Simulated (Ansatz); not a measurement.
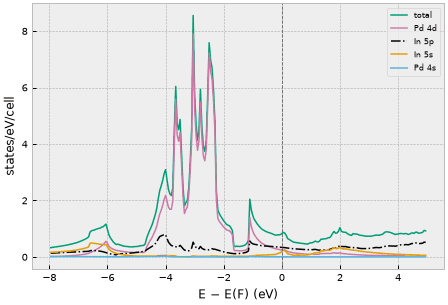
Fig. 1. Total and projected density of states of InPd (CsCl type, Pm-3m), PBE in the plane-wave PAW code Ansatz

Question: Which orbitals carry the states next to the Fermi level?

Answer: Within 0.5 eV of the Fermi level: In 5p 46 %, Pd 4d 34 %, In 5s 15 %. Projections are on Löwdin-orthogonalised atomic valence shells; empty p or d shells of many metals are not among them.

Question: Where is the tallest occupied peak in this window, and what makes it?

Answer: Near -3.0 eV, about 8.6 states/eV per cell; the largest projected share is Pd 4d.

Symmetry was held in the PBE relaxation. No spin polarisation was allowed. Spin–orbit coupling is left out wherever it is not named.

Potentials: the earlier of the program's two PAW sets.
